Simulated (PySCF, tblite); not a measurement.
# C₄H₁₄AlBO: a rotation path, then NMR shifts on frames

How do NMR shifts of C₄H₁₄AlBO (`CB(C)C[O+](C)[AlH3-]`) change as the atoms move?

The runs use tblite 0.8.0 and PySCF 2.14.0, with density-fitted response routines of our own; the level of theory stands in each step. All values are computed, except where a source is named. Atoms are numbered from 0 throughout.

## Step 1: The molecule as given

21 atoms, charge 0, multiplicity 1; geometry from: GFN2-xTB.

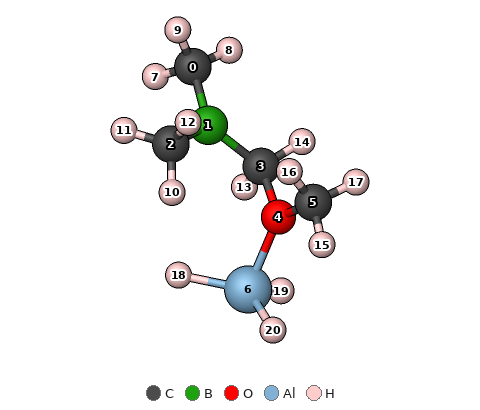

As it starts; carbon dark grey, boron green, oxygen red, aluminium light blue, hydrogen pink, atoms numbered.

## Step 2: A band between two rotamers with GFN2-xTB

The job: settings as JSON, then the geometry in Å.

```
{"job": {"kind": "neb", "xc": "GFN2-xTB", "basis": "xTB", "atoms": [1, 3, 4, 6], "turn": 120}, "charge": 0, "multiplicity": 1}
C     -2.325197     1.101681    -0.866815
B     -1.189938     0.315099    -0.114473
C     -1.533604    -0.789573     0.947462
C      0.313207     0.627152    -0.518811
O      1.343875    -0.009381     0.245129
C      1.564321     0.559722     1.512460
Al     2.098599    -1.468388    -0.632441
H     -2.692037     0.476996    -1.681987
H     -1.999195     2.037687    -1.313230
H     -3.189826     1.305267    -0.239047
H     -0.742727    -1.532746     1.045283
H     -2.460943    -1.309363     0.716538
H     -1.680714    -0.347562     1.934439
H      0.450450     0.217248    -1.531149
H      0.547485     1.697223    -0.592704
H      2.345971    -0.034055     1.984633
H      0.656382     0.530510     2.119182
H      1.900389     1.596780     1.414314
H      0.815964    -2.341312    -0.931446
H      2.708219    -0.716926    -1.884635
H      3.060398    -1.899117     0.541530
```

With the program's defaults for keys left out, this is: GFN2-xTB climbing-image nudged elastic band, gas phase.

Command:

```
OMP_NUM_THREADS=1 python probes_run.py task.json out
```

One launch serves the whole session: the jobs run in the order shown.

The program printed:

```text
image   E - E0 / eV
  0      -0.0000
  1       0.0508
  2       0.1470
  3       0.2577
  4       0.3285
  5       0.2831
  6       0.2069
  7       0.1102
  8       0.0030
```

Run time: 3.1 s. Hardware: 1 thread of AMD EPYC 9R45, shared host; peak memory 0.19 GiB.

The final band, with the dihedral B1–C3–O4–Al6:

```csv
image,dihedral (°),energy (eV),energy (kcal/mol)
0,102,0.000,0.0
1,123,0.051,1.2
2,144,0.147,3.4
3,164,0.258,5.9
4,182,0.329,7.6
5,202,0.283,6.5
6,224,0.207,4.8
7,246,0.110,2.5
8,258,0.003,0.1
```

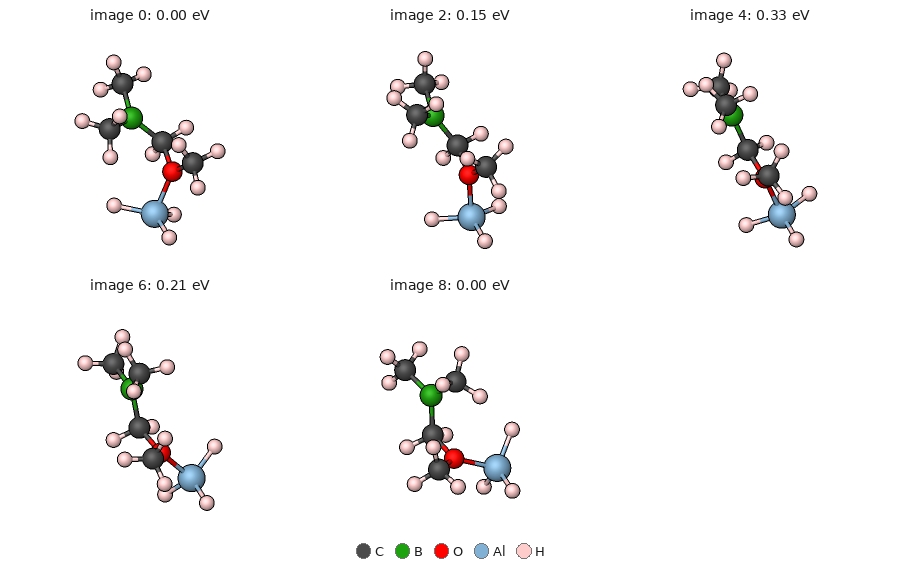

Images along the band.

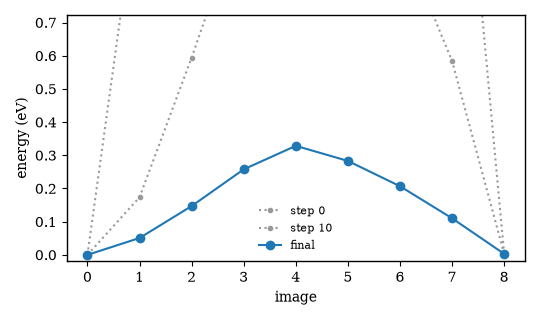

Energy along the band, early and final.

## Step 3: NMR shieldings: image 0, PBE0/pcSseg-1

The job: settings as JSON, then the geometry in Å.

```
{"job": {"kind": "nmr", "xc": "PBE0", "basis": "pcSseg-1", "pop": false}, "charge": 0, "multiplicity": 1}
C     -2.325200     1.101700    -0.866800
B     -1.189900     0.315100    -0.114500
C     -1.533600    -0.789600     0.947500
C      0.313200     0.627200    -0.518800
O      1.343900    -0.009400     0.245100
C      1.564300     0.559700     1.512500
Al     2.098600    -1.468400    -0.632400
H     -2.692000     0.477000    -1.682000
H     -1.999200     2.037700    -1.313200
H     -3.189800     1.305300    -0.239000
H     -0.742700    -1.532700     1.045300
H     -2.460900    -1.309400     0.716500
H     -1.680700    -0.347600     1.934400
H      0.450400     0.217200    -1.531100
H      0.547500     1.697200    -0.592700
H      2.346000    -0.034100     1.984600
H      0.656400     0.530500     2.119200
H      1.900400     1.596800     1.414300
H      0.816000    -2.341300    -0.931400
H      2.708200    -0.716900    -1.884600
H      3.060400    -1.899100     0.541500
```

Level: GIAO PBE0/pcSseg-1 NMR shielding, non-relativistic, gas phase.

The program printed:

```text
coarse grid: 16824 points
cycle   1  E = -502.7417152560  dE =  4.127e-01  |g| = 5.527e-01  |ddm| = 3.755e+00
cycle   2  E = -502.7303609638  dE =  1.135e-02  |g| = 6.267e-01  |ddm| = 9.223e-01
cycle   3  E = -502.8118592473  dE = -8.150e-02  |g| = 9.539e-02  |ddm| = 5.213e-01
cycle   4  E = -502.8132283642  dE = -1.369e-03  |g| = 3.464e-02  |ddm| = 7.950e-02
cycle   5  E = -502.8134831511  dE = -2.548e-04  |g| = 4.674e-03  |ddm| = 2.940e-02
cycle   6  E = -502.8134877977  dE = -4.647e-06  |g| = 1.110e-03  |ddm| = 5.041e-03
final grid: 154352 points
cycle   7  E = -502.8622630279  dE = -4.972e-05  |g| = 1.198e-02  |ddm| = 3.374e-02
cycle   8  E = -502.8622445177  dE =  1.851e-05  |g| = 1.589e-02  |ddm| = 1.743e-02
cycle   9  E = -502.8622920766  dE = -4.756e-05  |g| = 1.653e-03  |ddm| = 1.011e-02
cycle  10  E = -502.8622926379  dE = -5.612e-07  |g| = 1.491e-04  |ddm| = 1.434e-03
cycle  11  E = -502.8622926424  dE = -4.587e-09  |g| = 5.250e-05  |ddm| = 2.084e-04
cycle  12  E = -502.8622926431  dE = -6.164e-10  |g| = 1.029e-05  |ddm| = 6.005e-05
converged SCF energy = -502.8622926431

GIAO shielding tensors (ppm)
atom      isotropic    diamagn.    paramagn.     s11        s22        s33       span
  0 C      175.313     253.625     -78.312    152.815    182.760    190.363     37.548
  1 B       11.440     189.518    -178.078    -51.927    -31.564    117.810    169.737
  2 C      175.372     255.009     -79.638    152.079    180.268    193.767     41.688
  3 C      105.073     253.783    -148.710     72.671     85.152    157.395     84.724
  4 O      335.088     402.466     -67.377    295.604    328.321    381.340     85.736
  5 C      124.407     245.668    -121.261     91.802     98.055    183.363     91.561
  6 Al     408.464     796.458    -387.994    377.030    405.046    443.315     66.285
  7 H       31.072      29.859       1.212     27.573     28.506     37.135      9.562
  8 H       30.902      31.277      -0.375     26.720     30.188     35.798      9.078
  9 H       30.577      29.621       0.957     26.628     29.382     35.722      9.095
 10 H       29.828      33.745      -3.917     25.051     29.830     34.603      9.551
 11 H       30.459      30.835      -0.376     26.549     28.906     35.922      9.374
 12 H       31.181      31.073       0.108     26.746     29.844     36.953     10.207
 13 H       26.761      33.009      -6.249     21.656     26.604     32.022     10.366
 14 H       27.590      33.324      -5.734     23.140     26.125     33.505     10.365
 15 H       27.225      29.579      -2.354     23.009     25.532     33.135     10.126
 16 H       28.198      31.901      -3.702     23.227     28.241     33.126      9.900
 17 H       28.311      29.749      -1.438     24.578     25.723     34.633     10.055
 18 H       27.509      31.436      -3.927     23.793     27.847     30.886      7.094
 19 H       27.348      30.452      -3.104     23.936     26.230     31.877      7.940
 20 H       27.518      30.830      -3.312     24.079     26.461     32.014      7.936
```

Wall time 14 s (1 thread of AMD EPYC 9R45, shared host); peak memory 0.88 GiB.

The references, computed at this level on geometries of the same kind, shield at (ppm): 1H TMS 31.72, 13C TMS 186.9, 17O H2O 336.1, 11B BF3·OEt2 100.1, 27Al AlH4- 490.0. Their shielding less the atom's gives the shift. The references are single molecules in the gas phase, so shifts against H2O, NH3, PH3, H3PO4 or CFCl3 are not on the usual liquid scales and can be off by tens of ppm. Shifts against hydride references such as AlH4− lie on their own scale. Each atom is listed at this fixed geometry, with no averaging over motion; a spectrum would average atoms that exchange fast.

| atoms | environment | σ (ppm) | δ (ppm) |
| --- | --- | --- | --- |
| C3 | sp3 CH2 bonded to B and O | 105.1 | 81.9 |
| C5 | methyl carbon bonded to O | 124.4 | 62.5 |
| C0 | methyl carbon bonded to B | 175.3 | 11.6 |
| C2 | methyl carbon bonded to B | 175.4 | 11.6 |
| H13 | hydrogen on an sp3 CH2 bonded to B and O | 26.76 | 4.96 |
| H15 | hydrogen on a methyl carbon bonded to O | 27.23 | 4.49 |
| H19 | hydrogen on an aluminium bonded to O | 27.35 | 4.37 |
| H18 | hydrogen on an aluminium bonded to O | 27.51 | 4.21 |
| H20 | hydrogen on an aluminium bonded to O | 27.52 | 4.20 |
| H14 | hydrogen on an sp3 CH2 bonded to B and O | 27.59 | 4.13 |
| H16 | hydrogen on a methyl carbon bonded to O | 28.20 | 3.52 |
| H17 | hydrogen on a methyl carbon bonded to O | 28.31 | 3.41 |
| H10 | hydrogen on a methyl carbon bonded to B | 29.83 | 1.89 |
| H11 | hydrogen on a methyl carbon bonded to B | 30.46 | 1.26 |
| H9 | hydrogen on a methyl carbon bonded to B | 30.58 | 1.14 |
| H8 | hydrogen on a methyl carbon bonded to B | 30.90 | 0.81 |
| H7 | hydrogen on a methyl carbon bonded to B | 31.07 | 0.65 |
| H12 | hydrogen on a methyl carbon bonded to B | 31.18 | 0.54 |
| B1 | boron bonded to 3 C | 11.4 | 88.6 |
| O4 | donor oxygen of a Lewis adduct | 335.1 | 1.0 |
| Al6 | aluminium bonded to O, 3 H | 408.5 | 81.5 |

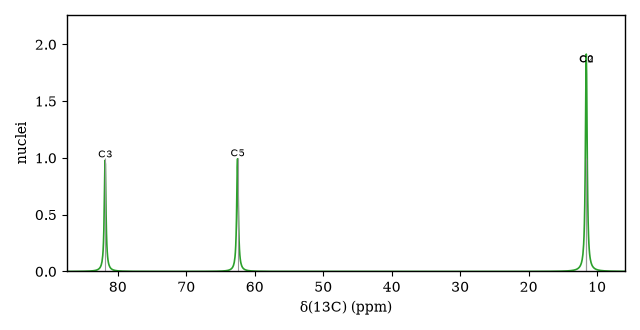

13C lines at the computed shifts, without couplings. Lines are broadened to a width of 0.28 ppm (Lorentzian).

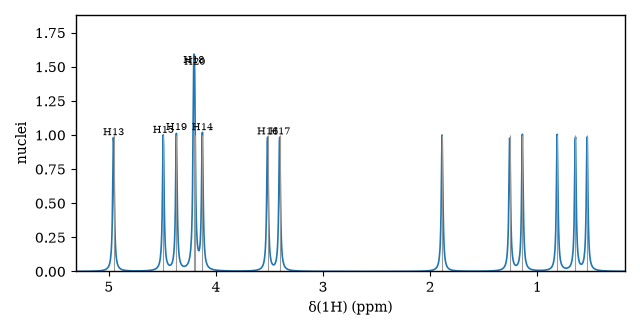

1H lines at the computed shifts, without couplings. Lines are broadened to a width of 0.02 ppm (Lorentzian).

## Step 4: Shielding tensors: image 2, PBE0/pcSseg-1

The job: settings as JSON, then the geometry in Å.

```
{"job": {"kind": "nmr", "xc": "PBE0", "basis": "pcSseg-1", "pop": false}, "charge": 0, "multiplicity": 1}
C     -2.317200     1.054300    -0.964700
B     -1.282200     0.293700    -0.052900
C     -1.804300    -0.384200     1.268400
C      0.221600     0.287700    -0.558000
O      1.285000    -0.307500     0.204900
C      1.433100     0.145600     1.531400
Al     2.586300    -1.155100    -0.851800
H     -2.913900     0.320400    -1.507500
H     -1.875700     1.713500    -1.706800
H     -3.031400     1.631500    -0.380100
H     -1.301700    -1.316100     1.515500
H     -2.874100    -0.579700     1.235200
H     -1.650300     0.292500     2.111000
H      0.253400    -0.276700    -1.502500
H      0.533200     1.306700    -0.826700
H      2.417400    -0.193500     1.855100
H      0.670500    -0.283300     2.182300
H      1.388500     1.236000     1.576800
H      1.651000    -2.208800    -1.562400
H      3.070100     0.066200    -1.733400
H      3.531800    -1.626100     0.320300
```

Level: GIAO PBE0/pcSseg-1 NMR shielding, non-relativistic, gas phase.

The program printed:

```text
coarse grid: 16824 points
cycle   1  E = -502.7425267465  dE =  3.862e-01  |g| = 5.498e-01  |ddm| = 3.747e+00
cycle   2  E = -502.7312397797  dE =  1.129e-02  |g| = 6.237e-01  |ddm| = 8.862e-01
cycle   3  E = -502.8115903382  dE = -8.035e-02  |g| = 9.479e-02  |ddm| = 4.884e-01
cycle   4  E = -502.8129386730  dE = -1.348e-03  |g| = 3.474e-02  |ddm| = 7.572e-02
cycle   5  E = -502.8131947746  dE = -2.561e-04  |g| = 4.744e-03  |ddm| = 2.862e-02
cycle   6  E = -502.8131995005  dE = -4.726e-06  |g| = 1.232e-03  |ddm| = 5.037e-03
final grid: 154352 points
cycle   7  E = -502.8610043382  dE = -5.030e-05  |g| = 1.205e-02  |ddm| = 3.001e-02
cycle   8  E = -502.8609846714  dE =  1.967e-05  |g| = 1.610e-02  |ddm| = 1.700e-02
cycle   9  E = -502.8610333562  dE = -4.868e-05  |g| = 1.660e-03  |ddm| = 9.994e-03
cycle  10  E = -502.8610339263  dE = -5.701e-07  |g| = 1.480e-04  |ddm| = 1.397e-03
cycle  11  E = -502.8610339308  dE = -4.494e-09  |g| = 5.267e-05  |ddm| = 1.854e-04
cycle  12  E = -502.8610339314  dE = -6.349e-10  |g| = 1.098e-05  |ddm| = 5.761e-05
converged SCF energy = -502.8610339314

GIAO shielding tensors (ppm)
atom      isotropic    diamagn.    paramagn.     s11        s22        s33       span
  0 C      173.985     253.754     -79.769    151.713    181.242    188.999     37.286
  1 B       13.686     188.329    -174.643    -49.969    -26.337    117.365    167.335
  2 C      172.606     254.435     -81.830    153.859    175.375    188.582     34.724
  3 C      105.624     254.094    -148.470     72.268     84.268    160.336     88.068
  4 O      334.210     400.656     -66.446    287.451    328.863    386.318     98.867
  5 C      125.334     246.611    -121.277     92.569    100.901    182.530     89.961
  6 Al     404.102     796.073    -391.970    367.037    405.210    440.060     73.023
  7 H       31.012      29.725       1.287     27.380     28.703     36.951      9.572
  8 H       30.956      31.663      -0.707     26.767     30.379     35.722      8.955
  9 H       30.681      29.696       0.985     26.894     29.397     35.750      8.856
 10 H       30.319      32.986      -2.667     25.757     30.451     34.750      8.993
 11 H       30.329      30.263       0.067     26.235     29.193     35.560      9.325
 12 H       30.996      31.197      -0.201     26.724     30.175     36.087      9.363
 13 H       26.450      33.052      -6.602     21.232     26.573     31.547     10.315
 14 H       27.340      33.330      -5.990     22.769     26.160     33.092     10.323
 15 H       27.184      29.898      -2.714     22.524     26.268     32.759     10.235
 16 H       27.486      32.089      -4.603     22.462     27.800     32.196      9.734
 17 H       28.657      31.059      -2.403     25.562     26.099     34.309      8.747
 18 H       27.425      30.792      -3.367     23.994     26.759     31.522      7.528
 19 H       27.335      30.199      -2.864     24.050     26.416     31.539      7.489
 20 H       27.484      30.604      -3.120     23.951     26.745     31.757      7.806
```

Wall time 14 s (1 thread of AMD EPYC 9R45, shared host); peak memory 0.88 GiB.

This run: δ C3 81.3, C5 61.6, C2 14.3, C0 12.9, H13 5.27, H15 4.53 ppm.

(Part 1 of 2 ends here.)
